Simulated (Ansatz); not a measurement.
Stretching the C2–H3 bond in C3H9Al (SMILES [CH3][Al]([CH3])[CH3]) (multiplicity 1 held, fragments rigid). Energies count from the point at 1.096 Å.
Geometry at that point (charge 0, multiplicity 1):
```xyz
13

Al    -0.00545     0.00322     0.00622
C     -1.37695    -1.39163    -0.14692
H     -1.25763    -1.93680    -1.09051
H     -2.38593    -0.96908    -0.16621
H     -1.33411    -2.12920     0.65758
C     -0.15044     1.64611    -1.05640
H      0.79086     1.88142    -1.56277
H     -0.36708     2.50233    -0.40735
H     -0.93818     1.60492    -1.81190
C      1.52995    -0.25595     1.20008
H      2.11111     0.65535     1.35815
H      2.21240    -1.00534     0.78245
H      1.22407    -0.63656     2.17915
```

R- and RO- levels are restricted; in cc, def2 and unpolarised 6-31G sets they are followed outwards from rest. U- levels take the lowest unrestricted solution at each point, which mixes spins at long bonds. Active spaces are followed from a long bond inwards. Curves can end on different states.

Correlated levels freeze the cores.

Run with Ansatz (Gaussian basis) for Hartree–Fock, density functionals and correlated methods. Each number belongs to the level named beside it.

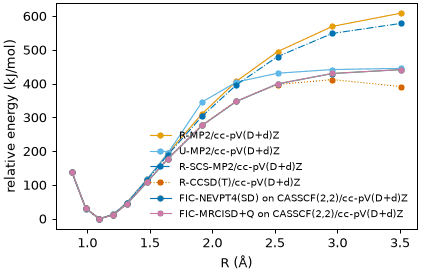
Figure: Relative energy along the coordinate

Doubts at one or more of the structures used: a restricted determinant that unrestricted orbitals would lower (R-MP2/cc-pV(D+d)Z, R-SCS-MP2/cc-pV(D+d)Z, R-CCSD(T)/cc-pV(D+d)Z); a spin-contaminated determinant (U-MP2/cc-pV(D+d)Z); other coupled-cluster roots lie near (R-CCSD(T)/cc-pV(D+d)Z); T1 above 0.05 (R-CCSD(T)/cc-pV(D+d)Z).

Ansatz is a first-principles code.
